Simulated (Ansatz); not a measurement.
**SnH4O4: molecular dynamics**

System: SnH4O4.
Method: RKS PBE/def2-SVP (Ansatz 0.2.0).

The geometry comes from this level: PBE0-D4/def2-TZVP. Figures and captions count atoms from 1; the log counts them from 0 in places.

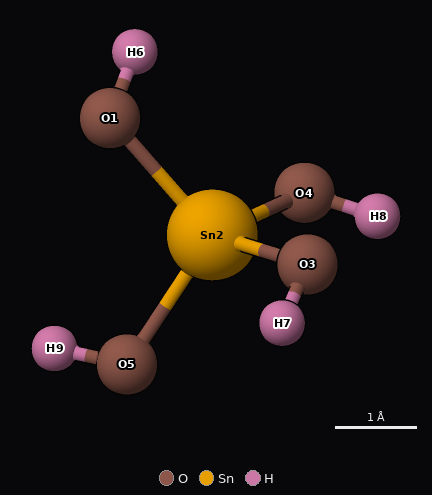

The input geometry (ball-and-stick view, seen at a tilt; atoms are numbered from 1 in the order of the input). Sticks mark near contacts.

## The input
```yaml
crystal:
  periodic: [false, false, false]
  atoms:
    - {symbol: O, position_ang: [-0.216778, 1.535850, -1.162933]}
    - {symbol: Sn, position_ang: [0.009741, -0.005190, -0.001898]}
    - {symbol: O, position_ang: [1.705833, -0.942242, -0.141032]}
    - {symbol: O, position_ang: [-1.359391, -1.281853, -0.521261]}
    - {symbol: O, position_ang: [-0.090581, 0.667581, 1.817828]}
    - {symbol: H, position_ang: [-0.709633, 1.321370, -1.960105]}
    - {symbol: H, position_ang: [2.326066, -0.675439, 0.543461]}
    - {symbol: H, position_ang: [-1.052463, -2.190720, -0.456682]}
    - {symbol: H, position_ang: [-0.524294, 1.524343, 1.865421]}
basis:
  gaussian: {orbitals: def2-SVP}
hamiltonian: {xc: {name: PBE}}
md: {timestep: 1 fs, n_steps: 20, ensemble: nve, temperature: 500, initial_velocities: maxwell_boltzmann, seed: 530}
```

Hardware: 4 threads of Arm Neoverse V2, 23 GiB of memory available, shared host.

Launch command:
```bash
ansatz run in.yaml --threads 4 --pin off --events-out ev --progress --plain --max-ram 10444MiB
```

## Log
```
Functional definition: PBE
  name "PBE"
  cite "Perdew, Burke & Ernzerhof, Phys. Rev. Lett. 77, 3865 (1996) doi:10.1103/PhysRevLett.77.3865"
  parent pbe
  parameter kappa = 0.804
  parameter beta = 0.06672455060314922
  exchange = pbe_x(kappa = kappa, mu = beta*pi^2/3)
  correlation = pbe_c(beta = beta)
1095 factors; their error is unknown
mean field evaluation 1: about -14049.8882 eV, gradient 1.1e2 eV
mean field evaluation 2: about -13975.1690 eV, gradient 2.2e2 eV
mean field evaluation 4: about -14070.5601 eV, gradient 5.8e0 eV
mean field evaluation 8: about -14070.6388 eV, gradient 1.3e-1 eV
mean field evaluation 16: about -14070.6137 eV, gradient 2.2e-5 eV
mean field -14070.61369189 eV, -517.0855157726 hartree, gradient 2.2e-5 eV, S^2 0.000000; 0 other end points of the search recorded, 0 dependent functions left out
the calculation of the forces begins
reference -14070.61373190 eV, -517.0855172429 hartree; 29, 29 occupied and 73, 73 virtual orbitals, 1095 factors
md step     0: t =     0.00 fs  T =   500.0 K  F+E_penalty+E_count = -14070.61369189 eV  E_kin = 0.452410 eV  conserved = -14070.16128190 eV  (26 SCF iters)
these checks for a lower state are left out or cut short: starts, cluster_reference, orbital_swaps, neighbouring_geometries, increment
1095 factors; their error is unknown
mean field -14070.60485727 eV, -517.0851911063 hartree, gradient 1.6e-5 eV, S^2 0.000000; 0 other end points of the search recorded, 0 dependent functions left out
[... from here on the field's lines of each further geometry are left out, up to the last ...]
md step     1: t =     1.00 fs  T =   490.6 K  F+E_penalty+E_count = -14070.60485727 eV  E_kin = 0.443906 eV  conserved = -14070.16095078 eV  (27 SCF iters)
md step     2: t =     2.00 fs  T =   424.9 K  F+E_penalty+E_count = -14070.54014989 eV  E_kin = 0.384494 eV  conserved = -14070.15565577 eV  (27 SCF iters)
md step     3: t =     3.00 fs  T =   380.0 K  F+E_penalty+E_count = -14070.49651593 eV  E_kin = 0.343806 eV  conserved = -14070.15270958 eV  (27 SCF iters)
md step     4: t =     4.00 fs  T =   401.1 K  F+E_penalty+E_count = -14070.51851880 eV  E_kin = 0.362932 eV  conserved = -14070.15558654 eV  (28 SCF iters)
md step     5: t =     5.00 fs  T =   442.6 K  F+E_penalty+E_count = -14070.56225155 eV  E_kin = 0.400478 eV  conserved = -14070.16177324 eV  (28 SCF iters)
md step     6: t =     6.00 fs  T =   422.4 K  F+E_penalty+E_count = -14070.54289403 eV  E_kin = 0.382190 eV  conserved = -14070.16070397 eV  (28 SCF iters)
md step     7: t =     7.00 fs  T =   367.8 K  F+E_penalty+E_count = -14070.48457150 eV  E_kin = 0.332773 eV  conserved = -14070.15179814 eV  (27 SCF iters)
md step     8: t =     8.00 fs  T =   385.5 K  F+E_penalty+E_count = -14070.50371141 eV  E_kin = 0.348823 eV  conserved = -14070.15488869 eV  (29 SCF iters)
md step     9: t =     9.00 fs  T =   442.5 K  F+E_penalty+E_count = -14070.56227516 eV  E_kin = 0.400343 eV  conserved = -14070.16193239 eV  (29 SCF iters)
md step    10: t =    10.00 fs  T =   441.1 K  F+E_penalty+E_count = -14070.55902337 eV  E_kin = 0.399123 eV  conserved = -14070.15990066 eV  (29 SCF iters)
md step    11: t =    11.00 fs  T =   397.6 K  F+E_penalty+E_count = -14070.51444669 eV  E_kin = 0.359779 eV  conserved = -14070.15466724 eV  (28 SCF iters)
md step    12: t =    12.00 fs  T =   389.3 K  F+E_penalty+E_count = -14070.50518601 eV  E_kin = 0.352260 eV  conserved = -14070.15292608 eV  (28 SCF iters)
md step    13: t =    13.00 fs  T =   442.3 K  F+E_penalty+E_count = -14070.55720305 eV  E_kin = 0.400239 eV  conserved = -14070.15696418 eV  (29 SCF iters)
md step    14: t =    14.00 fs  T =   494.5 K  F+E_penalty+E_count = -14070.60992587 eV  E_kin = 0.447393 eV  conserved = -14070.16253278 eV  (29 SCF iters)
md step    15: t =    15.00 fs  T =   474.6 K  F+E_penalty+E_count = -14070.58879600 eV  E_kin = 0.429448 eV  conserved = -14070.15934807 eV  (29 SCF iters)
md step    16: t =    16.00 fs  T =   433.2 K  F+E_penalty+E_count = -14070.54376067 eV  E_kin = 0.391949 eV  conserved = -14070.15181212 eV  (28 SCF iters)
md step    17: t =    17.00 fs  T =   459.1 K  F+E_penalty+E_count = -14070.57216645 eV  E_kin = 0.415416 eV  conserved = -14070.15675026 eV  (29 SCF iters)
md step    18: t =    18.00 fs  T =   496.5 K  F+E_penalty+E_count = -14070.61152873 eV  E_kin = 0.449203 eV  conserved = -14070.16232537 eV  (28 SCF iters)
md step    19: t =    19.00 fs  T =   464.0 K  F+E_penalty+E_count = -14070.57928129 eV  E_kin = 0.419814 eV  conserved = -14070.15946756 eV  (28 SCF iters)
the calculation of the forces begins
reference -14070.51037826 eV, -517.0817190667 hartree; 29, 29 occupied and 73, 73 virtual orbitals, 1095 factors
1095 factors; their error is unknown
mean field evaluation 192: about -14070.5103 eV, gradient 2.3e-3 eV
mean field -14070.51033693 eV, -517.0817175477 hartree, gradient 1.5e-5 eV, S^2 0.000000; 1 other end points of the search recorded, 0 dependent functions left out
the calculation of the forces begins
reference -14070.51037826 eV, -517.0817190667 hartree; 29, 29 occupied and 73, 73 virtual orbitals, 1095 factors
md step    20: t =    20.00 fs  T =   393.2 K  F+E_penalty+E_count = -14070.51033693 eV  E_kin = 0.355805 eV  conserved = -14070.15453221 eV  (29 SCF iters)
```

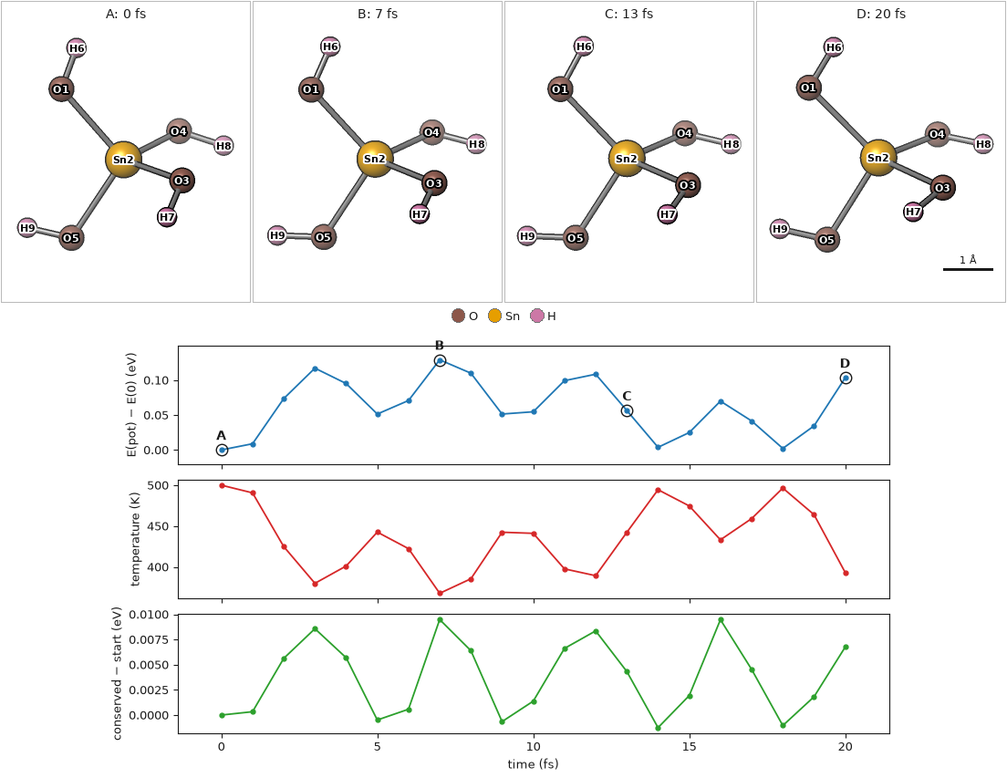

Frames of the molecular dynamics (ball-and-stick, seen at a tilt) above the curves, on which the letters mark them. The trajectory kept here has 21 frames over 20 fs. The temperature starts at 500 K, ranges from 368 to 500 K and averages 444 K over the second half. The potential energy ends 0.103 eV above its first value. The conserved quantity stays within 0.011 eV. After an unweighted best fit of the last frame on the first, the root-mean-square displacement is 0.21 Å.

```
Total energy: -14070.51037826 eV, -517.0817190667 hartree
Atom 0 at    -0.326927     1.676959    -1.131083 Å, force     0.305916    -0.477947     0.042529 eV/Å
Atom 1 at     0.031398     0.010437    -0.037927 Å, force    -1.196462    -0.717042     0.412339 eV/Å
Atom 2 at     1.732549    -1.077356    -0.018874 Å, force     1.215839     1.578318     0.681433 eV/Å
Atom 3 at    -1.449582    -1.391400    -0.440084 Å, force     1.697785    -0.266410    -0.044826 eV/Å
Atom 4 at    -0.130748     0.635498     1.866491 Å, force    -0.003517     0.732821    -0.276818 eV/Å
Atom 5 at    -0.290056     1.377452    -2.064037 Å, force    -0.071973     0.164121    -0.036608 eV/Å
Atom 6 at     2.400389    -0.447143     0.455667 Å, force    -1.253764    -1.388211    -0.914325 eV/Å
Atom 7 at    -0.925973    -2.252483    -0.526289 Å, force    -0.735785     1.046493     0.144465 eV/Å
Atom 8 at    -0.301871     1.614149     1.864581 Å, force     0.041961    -0.672143    -0.008190 eV/Å
Dipole moment:     0.391786     0.201422    -0.291998 e Å
```

## Trajectory as extended XYZ (Å, eV, eV/Å), 11 of the 21 frames kept, from step=0 to step=20
```
9
Properties=species:S:1:pos:R:3:forces:R:3 step=0 time_fs=0.0 energy=-14070.61369 temperature=500.0
O    -0.2168    1.5358   -1.1629    0.2614   1.1655  -0.0607
Sn    0.0097   -0.0052   -0.0019    0.0004  -0.0002   0.0001
O     1.7058   -0.9422   -0.1410    0.5524  -0.8312  -0.6594
O    -1.3594   -1.2819   -0.5213   -1.1272  -0.0455  -0.3971
O    -0.0906    0.6676    1.8178    0.3129  -0.2889   1.1178
H    -0.7096    1.3214   -1.9601   -0.3778  -0.2256  -0.6133
H     2.3261   -0.6754    0.5435    0.4512   0.2560   0.5478
H    -1.0525   -2.1907   -0.4567    0.2865  -0.6928   0.0828
H    -0.5243    1.5243    1.8654   -0.3597   0.6627  -0.0179
9
Properties=species:S:1:pos:R:3:forces:R:3 step=2 time_fs=2.0 energy=-14070.54015 temperature=424.9
O    -0.2268    1.5411   -1.1509   -0.0522   1.1588  -0.6589
Sn    0.0134   -0.0031   -0.0056   -0.4215  -0.1250   0.0251
O     1.6939   -0.9479   -0.1279    2.6177  -0.3281   1.0324
O    -1.3695   -1.2907   -0.5122   -0.3160  -1.6853  -0.2434
O    -0.0950    0.6614    1.8091   -0.1005   0.6341   1.4444
H    -0.6721    1.3208   -1.9873   -0.0681  -0.1006  -0.1215
H     2.3915   -0.6610    0.5616   -1.4331  -0.4157  -1.2376
H    -1.0342   -2.2357   -0.4692   -0.3068   1.1620  -0.0009
H    -0.4972    1.5497    1.9225    0.0803  -0.3000  -0.2395
9
Properties=species:S:1:pos:R:3:forces:R:3 step=4 time_fs=4.0 energy=-14070.51852 temperature=401.1
O    -0.2370    1.5492   -1.1406   -0.4166   0.9962  -1.5102
Sn    0.0169   -0.0010   -0.0094   -0.7896  -0.2869   0.0092
O     1.6880   -0.9546   -0.1125    2.5407  -0.4973   0.7200
O    -1.3805   -1.3032   -0.5038   -0.0246  -1.3930  -0.1826
O    -0.0996    0.6567    1.8039   -0.2682   1.1153   1.6800
H    -0.6371    1.3165   -2.0185    0.3012   0.1094   0.6759
H     2.4071   -0.6605    0.5374   -1.2978  -0.3169  -0.9636
H    -1.0262   -2.2412   -0.4815   -0.3107   1.1097   0.0283
H    -0.4678    1.5649    1.9703    0.2656  -0.8365  -0.4570
9
Properties=species:S:1:pos:R:3:forces:R:3 step=6 time_fs=6.0 energy=-14070.54289 temperature=422.4
O    -0.2481    1.5597   -1.1337   -0.2701   0.9506  -1.2873
Sn    0.0202    0.0010   -0.0131   -1.0647  -0.4388   0.0175
O     1.6879   -0.9625   -0.0957    0.1680  -1.3939  -1.2559
O    -1.3917   -1.3188   -0.4957   -0.3617   0.6940  -0.1053
O    -0.1047    0.6545    1.8026    0.0778   0.2406   1.4746
H    -0.5920    1.3159   -2.0264    0.1706   0.0901   0.4622
H     2.3787   -0.6700    0.4809    0.9918   0.6227   1.0140
H    -1.0284   -2.2090   -0.4927    0.3581  -0.7293   0.0485
H    -0.4295    1.5515    2.0015   -0.0697  -0.0360  -0.3684
9
Properties=species:S:1:pos:R:3:forces:R:3 step=8 time_fs=8.0 energy=-14070.50371 temperature=385.5
O    -0.2598    1.5724   -1.1298    0.0889   1.0224  -0.2858
Sn    0.0231    0.0029   -0.0168   -1.2603  -0.4913   0.0838
O     1.6884   -0.9737   -0.0817   -0.4125  -1.6030  -1.5755
O    -1.4037   -1.3330   -0.4880   -0.3366   1.4898  -0.0048
O    -0.1097    0.6528    1.8049    0.4154  -0.8457   1.0849
H    -0.5408    1.3181   -2.0188   -0.1657  -0.1159  -0.4902
H     2.3841   -0.6570    0.4591    1.4671   0.8777   1.3217
H    -1.0177   -2.2016   -0.5023    0.6056  -1.3134   0.0198
H    -0.3940    1.5376    2.0190   -0.4020   0.9794  -0.1538
9
Properties=species:S:1:pos:R:3:forces:R:3 step=10 time_fs=10.0 energy=-14070.55902 temperature=441.1
O    -0.2714    1.5877   -1.1267    0.1000   0.8441  -0.1876
Sn    0.0256    0.0045   -0.0205   -1.3850  -0.4722   0.1482
O     1.6884   -0.9885   -0.0710    2.0296  -0.4223   0.3050
O    -1.4163   -1.3440   -0.4802    0.6851  -0.2000  -0.0078
O    -0.1138    0.6493    1.8098    0.1807  -0.1905   1.1280
H    -0.4950    1.3166   -2.0273   -0.1478  -0.0836  -0.5176
H     2.4370   -0.6146    0.4816   -1.0650  -0.2844  -0.5880
H    -0.9870   -2.2375   -0.5108   -0.2329   0.5370   0.0629
H    -0.3723    1.5562    2.0294   -0.1647   0.2719  -0.3430
9
Properties=species:S:1:pos:R:3:forces:R:3 step=12 time_fs=12.0 energy=-14070.50519 temperature=389.3
O    -0.2828    1.6049   -1.1242   -0.0547   0.3542  -1.0292
Sn    0.0277    0.0061   -0.0242   -1.4262  -0.4893   0.1863
O     1.6930   -1.0044   -0.0599    2.5085   0.1158   0.7618
O    -1.4273   -1.3553   -0.4725    1.2743  -0.8199  -0.0222
O    -0.1174    0.6455    1.8175   -0.0845   0.7761   1.1847
H    -0.4544    1.3126   -2.0530    0.0497   0.2322   0.4282
H     2.4547   -0.5809    0.4859   -1.7172  -0.7177  -1.0488
H    -0.9639   -2.2562   -0.5170   -0.6561   1.2918   0.1079
H    -0.3568    1.5846    2.0266    0.1064  -0.7430  -0.5688
9
Properties=species:S:1:pos:R:3:forces:R:3 step=14 time_fs=14.0 energy=-14070.60993 temperature=494.5
O    -0.2942    1.6229   -1.1241    0.0095   0.0053  -1.1390
Sn    0.0293    0.0075   -0.0277   -1.4141  -0.5545   0.2410
O     1.7033   -1.0203   -0.0472    0.6293  -0.4641  -0.3139
O    -1.4354   -1.3682   -0.4648    0.9294   0.4542   0.0666
O    -0.1212    0.6432    1.8280    0.0069   0.4400   0.8075
H    -0.4125    1.3170   -2.0643    0.0436   0.3513   0.6767
H     2.4121   -0.5718    0.4538   -0.0925   0.0792   0.0538
H    -0.9637   -2.2302   -0.5192   -0.1372   0.1384   0.0462
H    -0.3382    1.5880    2.0030    0.0249  -0.4500  -0.4389
9
Properties=species:S:1:pos:R:3:forces:R:3 step=16 time_fs=16.0 energy=-14070.54376 temperature=433.2
O    -0.3056    1.6411   -1.1265    0.1855  -0.0332  -0.1680
Sn    0.0304    0.0087   -0.0312   -1.3847  -0.6153   0.3182
O     1.7150   -1.0373   -0.0354   -1.5215  -1.4625  -1.5541
O    -1.4414   -1.3800   -0.4570    0.2245   2.1404   0.2052
O    -0.1249    0.6420    1.8404    0.2548  -0.6898   0.2682
H    -0.3691    1.3340   -2.0524   -0.0670   0.1335  -0.1395
H     2.3679   -0.5576    0.4250    1.8220   1.3135   1.3220
H    -0.9675   -2.2006   -0.5200    0.7011  -1.4530  -0.0797
H    -0.3191    1.5765    1.9629   -0.2146   0.6665  -0.1723
9
Properties=species:S:1:pos:R:3:forces:R:3 step=18 time_fs=18.0 energy=-14070.61153 temperature=496.5
O    -0.3166    1.6591   -1.1294    0.2601  -0.0759   0.6119
Sn    0.0311    0.0097   -0.0346   -1.3179  -0.6543   0.3778
O     1.7238   -1.0574   -0.0267    0.0705   0.1040  -0.2691
O    -1.4465   -1.3871   -0.4487    0.8556   1.1633   0.1203
O    -0.1281    0.6392    1.8534    0.2128  -0.5001  -0.0118
H    -0.3281    1.3561   -2.0455   -0.0807  -0.0491  -0.7634
H     2.3818   -0.5014    0.4387    0.0592  -0.0789   0.0406
H    -0.9487   -2.2188   -0.5232    0.1123  -0.4177  -0.0028
H    -0.3074    1.5870    1.9157   -0.1720   0.5086  -0.1034
9
Properties=species:S:1:pos:R:3:forces:R:3 step=20 time_fs=20.0 energy=-14070.51034 temperature=393.2
O    -0.3269    1.6770   -1.1311    0.3059  -0.4779   0.0425
Sn    0.0314    0.0104   -0.0379   -1.1965  -0.7170   0.4123
O     1.7325   -1.0774   -0.0189    1.2158   1.5783   0.6814
O    -1.4496   -1.3914   -0.4401    1.6978  -0.2664  -0.0448
O    -0.1307    0.6355    1.8665   -0.0035   0.7328  -0.2768
H    -0.2901    1.3775   -2.0640   -0.0720   0.1641  -0.0366
H     2.4004   -0.4471    0.4557   -1.2538  -1.3882  -0.9143
H    -0.9260   -2.2525   -0.5263   -0.7358   1.0465   0.1445
H    -0.3019    1.6141    1.8646    0.0420  -0.6721  -0.0082
```

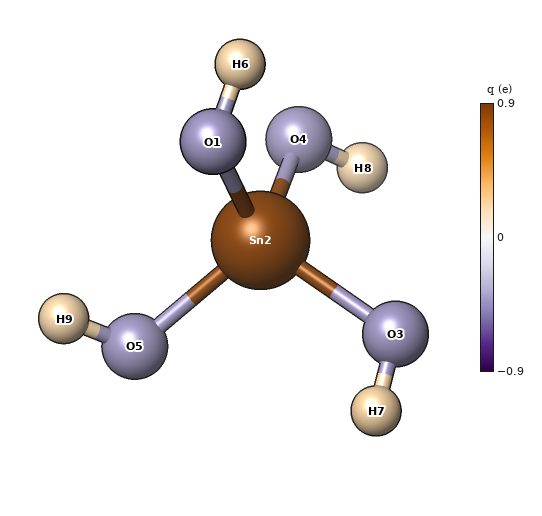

Mulliken charges, as the colour of each atom (ball-and-stick view, seen at a tilt; atoms are numbered from 1 in the order of the input). By element: O −0.42 to −0.40, Sn +0.86 and H +0.20 to +0.21 e.

## Results in brief

| quantity | value |
| --- | --- |
| outcome | finished |
| mean temperature over the second half | 444 K |
| trajectory | 20 steps, 20 fs |
| ensemble | nve |
| temperature in the input | 500 K |
| time step | 1 fs |
| potential energy (last step) | −14070.5104 eV |
| SCF solution under orbital rotations (last step) | stable |
| largest force (length of the vector) (last step) | 2.106 eV/Å |
| dipole moment (last step) | 2.54 D |
| wall time | 16 s (CPU time 59 s) |
| peak memory | 0.14 GiB |

## Remarks

So short a trajectory is not equilibrated.
